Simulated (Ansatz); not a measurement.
# RbSbS3 (model cell, started as cubic perovskite with Sb in the octahedra): a soft mode frozen in, part 3 of 3

Wanted: the energy along a soft mode of RbSbS3 (model cell, started as cubic perovskite with Sb in the octahedra) and the structure at the end.

Ansatz 0.2.0; DFT PBEsol, scalar-relativistic, plane waves, PAW; PAW set soft_1.

So far. Step 5 (Energy along the mode, all amplitudes (two of the runs …): The lowest of the steps tried is at 0.45 Å, 13.1 meV/atom below the parent; the bottom of the well need not coincide with a step. Step 7 (The new phase in its own primitive cell): The largest force component left is 0.95 meV/Å and the pressure is 0.001 GPa, within the tolerances set. The cell now holds 25.67 Å³/atom. The relaxed cell has a, b, c = 10.290, 10.303, 4.842 Å (conventional setting).

The structure was built from a prototype and need not be the compound's stable phase.

### 8. Modes of the new phase, k-mesh 6×6×8

A relaxed structure may still be a saddle point, so its zone-centre modes are computed. No field response is asked, since the mesh shows no gap.

input.yaml

```yaml
crystal:
  lattice:
    - [5.1450158603, -5.1516624633, 0.0]
    - [5.1450158603, 5.1516624633, 0.0]
    - [0.0, 0.0, 4.8420004214]
  atoms:
    - { symbol: Rb, position: [0.2331564982, 0.7668435018, 0.0] }
    - { symbol: Rb, position: [0.7668435018, 0.2331564982, 0.0] }
    - { symbol: Sb, position: [0.7537016312, 0.7537016312, 0.5] }
    - { symbol: Sb, position: [0.2462983688, 0.2462983688, 0.5] }
    - { symbol: S, position: [0.0, 0.5, 0.5] }
    - { symbol: S, position: [0.5, 0.0, 0.5] }
    - { symbol: S, position: [0.0, 0.0, 0.5] }
    - { symbol: S, position: [0.5, 0.5, 0.5] }
    - { symbol: S, position: [0.6784359207, 0.6784359207, 0.0] }
    - { symbol: S, position: [0.3215640793, 0.3215640793, 0.0] }
kpoints:
  mp_grid: { grid: [6, 6, 8] }
hamiltonian:
  xc: pbesol
  pseudopotentials: { kind: paw, azcp: { folder: soft_1 }, xc_functional: pbe }
scf:
  occupations: { method: methfessel_paxton, width: 0.2 }
output:
  eigenvalues: true
phonons:
  method: dfpt
```

Launch:

```
ansatz run input.yaml --threads 8 --pin off --max-ram 16384MiB --backend cpu --events-out ev --progress --plain --runs-dir out
```

Numbers of over 12 decimals in the logs are rounded to 6 here.

What it wrote:

```text
zone centre: on kpoints.mp_grid the ground state, and the responses unless they are solved on pairs of k-points, stand on 100 of the mesh's 288 k-points, reduced under 2 symmetry operations, with k and −k counted as one. Each operation leaves every solved displacement unchanged or reverses it
[...]
Crystal: 10 atoms, lattice volume = 256.678 Å³
Basis set: ecut = 420 eV, 5029 PW (Γ), exchange–correlation on 100×100×72 points (8 copies of the dense FFT grid, shifted against one another)
Bands: 52, of which v1, the nominal top of the filled ones, is band 42 counted from 1 (41 counted from 0)
Symmetry: 8 space group operations
k-points: 100 of 288 (irreducible under 2 space group operations, time reversal used)
[...]
SCF iter   1: F=—  HF=-24566.466087 eV  |F-HF|=—  |Δ(HF+E_count)|=         —  Δρ=3.70e-2  dr2=9.72e0  ethr=3.10e-3  ⟨swp⟩=10.9  Hψ=26540  notcnv=0
[...]
SCF iter  16: F=-24562.927429 eV  HF=-24562.927429 eV  |F-HF|=1.09e-11  |Δ(HF+E_count)|=  1.46e-11  S|Δr|=    0.00e0  Δρ=2.73e-8  dr2=3.79e-12  ethr=1.00e-12  ⟨swp⟩=19.3  Hψ=35894  notcnv=0
SCF 1 converged in 16 iterations: F = -24562.927429 eV  dr2 = 3.79e-12
[...]
DFPT response loops at Γ: preconditioner auto → Kerker (q_TF=auto, 2.265 Å⁻¹) (partly filled bands, converged f_vac=0.011); β = 1.00, the filter's whole step (`scf.mixing.beta` (0.50) is not read by the response loops under this deck's `scf.mixing.preconditioner`; to damp them name `kerker` or `kerker_dos`, under which they read `scf.mixing.beta`, and type it under 1.00, their step now; both keys bind the ground state too); Broyden in place of MSR1
SCF converged after 16 iterations
[...]
Free energy (F): -24562.927429 eV
[...]
Internal energy: -24562.919371 eV  (E = F + TS)
E sigma→0 (E₀):  -24562.925415 eV
Entropy (-TS):   -0.008059 eV (-0.806 meV/atom)
Fermi energy:    5.689797 eV
[...]
--- Band table (eV; the first three rows and the last of 100) ---
  k-point 0: bands = [... 38 lower, 4.9243, 5.0501, 5.2272, 5.5159, 5.9150, 6.8319, 7.6551, 7.8736, ... 6 higher]
  k-point 1: bands = [... 38 lower, 4.9394, 5.0176, 5.1857, 5.7065, 5.9222, 6.8489, 7.5911, 7.8071, ... 6 higher]
  k-point 2: bands = [... 38 lower, 4.8931, 5.1062, 5.2432, 5.9408, 6.3721, 6.9258, 7.3922, 7.7668, ... 6 higher]
  k-point 99: bands = [... 38 lower, 4.8635, 4.8731, 5.6627, 5.7960, 6.6920, 6.8805, 7.7502, 8.5832, ... 6 higher]
--- Phonons (Γ-DFPT): 18 representative perturbations + reference, on 100 of 288 k-points (Σ response iterations 54) ---
  k mesh reduced under 2 symmetry operations, with k and −k counted as one. Each operation leaves every solved displacement unchanged or reverses it
  ASR residual: 3.687e-5 → 0.000e0 eV/Å²; symmetrization residual: 6.880e-6 eV/Å²
  ASR residual per site (eV/Å²): 1.20e-5 1.20e-5 3.69e-5 3.69e-5 1.21e-5 1.21e-5 1.76e-5 1.06e-5 1.13e-5 1.13e-5
  Γ frequencies (cm⁻¹): -97.99 -75.47 -66.18 -51.88 -31.48 -27.55 0.00 0.00 0.00 0.78 41.17 57.22 58.84 63.02 65.32 75.86 77.67 94.96 103.72 107.91 118.33 129.92 143.94 164.62 170.47 173.45 180.95 208.75 243.47 263.47
  non-analytic LO–TO correction: not included (Born effective charges unavailable; polar crystals: no LO–TO splitting at Γ)
```

It took 5.2 min on 8 threads of Arm Neoverse V2, shared host; peak memory 4.1 GiB; 40 min of CPU time.

This step gave:

| Property | Result |
| --- | --- |
| sum-rule residual before enforcement | 3.69e-5 eV/Å² |
| point group | mmm |
| highest optical mode at the zone centre (no LO-TO term) | 263.5 cm⁻¹ |
| lowest optical zone-centre mode | -97.99 cm⁻¹ |

Patterns of degenerate modes are one choice out of their space. Modes at Γ, with each element's share of the kinetic energy (negative means imaginary):

```csv
mode,frequency (cm⁻¹),symmetry,Rb %,Sb %,S %
1,-98.0,B2u,4,50,46
2,-75.5,B1u,0,0,99
3,-66.2,B1u,5,33,63
4,-51.9,Au,0,0,100
5,-31.5,B2g,0,61,39
6,-27.6,B3u,9,30,61
7,0.0,acoustic,28,40,32
8,0.0,acoustic,28,40,32
9,0.0,acoustic,28,40,32
10,0.8,B2u,3,0,96
11,41.2,B1g,71,0,29
12,57.2,B2u,4,3,93
13,58.8,B1u,38,10,53
14,63.0,B3g,100,0,0
15,65.3,B2u,3,3,94
16,75.9,Ag,84,3,13
17,77.7,B3u,61,8,32
18,95.0,B1g,25,20,55
19,103.7,B1u,29,0,71
20,107.9,B2u,56,2,41
21,118.3,B3u,2,11,87
22,129.9,Ag,16,12,72
23,143.9,B1g,4,80,16
24,164.6,B3u,0,11,89
25,170.5,Ag,0,85,15
26,173.4,B2g,0,39,61
27,180.9,B2u,1,2,97
28,208.8,B3u,0,1,99
29,243.5,B1u,0,17,83
30,263.5,B3u,0,0,100
```

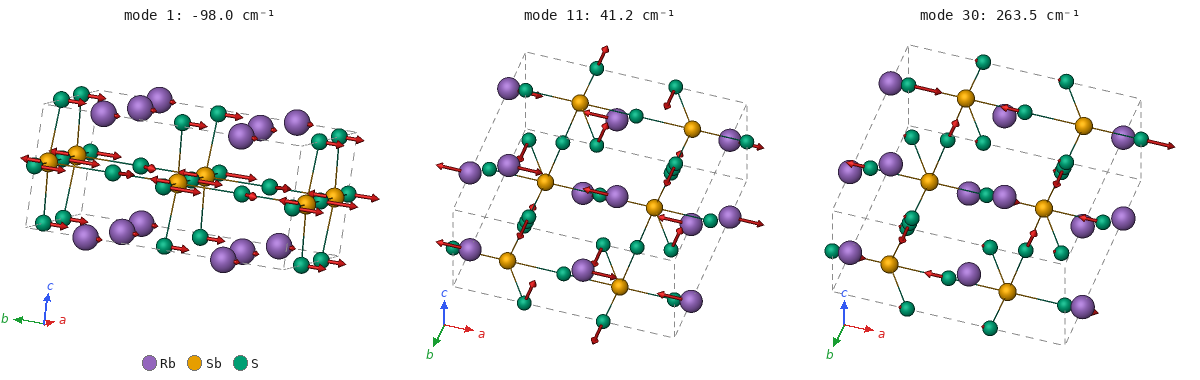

Displacement patterns of modes 1, 11 and 30 at Γ; arrows are exaggerated. Some periodic images of atoms are drawn too.

Before it was imposed, the acoustic sum rule was missed by 3.7e-5 eV/Å². Small misses are needed for a sound result but don't prove that mesh and cutoff are converged. The lowest optical mode is imaginary, 98.0i cm⁻¹, so the energy falls along it.

### 9. The phases reached

The phases reached along the modes that were followed are set side by side.

Energies are those of the first relaxation, on the mesh of the frozen mode; space group, volume and gap are those of the last relaxation. Phases, by row:

```csv
mode frozen in,space group,energy from parent (meV/atom),volume (Å³/atom),gap on mesh (eV),lowest zone-centre optical mode (cm⁻¹),largest shift (Å)
parent,Pm-3m,0,26.09,0,–,–
"q = (0, 0, -0.5), 126i cm⁻¹",P4_2/mmc,-37.37,25.97,0,-54.2,0.599
"q = (0, -0.5, -0.5), 120i cm⁻¹",Pmma,-25.09,25.78,0,-97.2,0.649
"q = (0, -0.5, -0.5), 120i cm⁻¹",Cmmm,-28.08,25.67,0,-98.1,0.734
"q = (0, -0.5, -0.5), 120i cm⁻¹",Cmmm,-28.08,25.67,0,-98,0.736
```

### 10. What came out

* unstable mode of the parent: q = (0, -0.5, -0.5), 120i cm⁻¹
* depth at the lowest point sampled: 13.1 meV/atom
* largest atomic shift at that point: 0.45 Å
* space group reached (within 0.01 Å): Cmmm
* energy gained over the parent (first relaxation, on the mesh of the frozen mode): 28.1 meV/atom
* volume per atom, phase reached: 25.7 Å³
* lowest optical zone-centre mode, phase reached: -98.0 cm⁻¹
* highest optical mode at the zone centre (no LO-TO term), phase reached: 263 cm⁻¹

In words: Along this mode the structure falls into Cmmm, 28.1 meV/atom below the parent. At the parent's cell the well is 13.10 meV/atom deep on the steps tried, with its lowest point at a shift of 0.45 Å. Relaxing atoms and cell changes the gain by +14.98 meV/atom against the lowest step (energies at zero smearing). The new phase still has an imaginary mode at the zone centre of its cell, so it is a saddle point on the way to a lower structure. Of the 4 patterns followed to their end from this parent, this one ends 9.29 meV/atom above the lowest, P4_2/mmc. Each path keeps the symmetry of its pattern, so a lower phase may lie along a pattern not tried. With no gap, or one that is small against the smearing, the frequencies hang on the k mesh and the smearing, most of all near Kohn anomalies. Spin-orbit coupling is left out, which can matter for the heavy elements here. The PAW files were made for PBE and serve the other functionals too. A phonon run warned that its eigensolver left some bands unconverged in a pass. The starting cell was built on a prototype and not taken from a measurement, so the phase need not exist.

[Logs are printed without paths, hosts, clocks, repeated set-up lines and the standing remarks that a program may print on its own settings, such as how far it seeks lower states.]

[Hosts, paths, dates, database ids (printed as entryN), source tags and the programs' standing remarks are cut or masked in the printed files.]
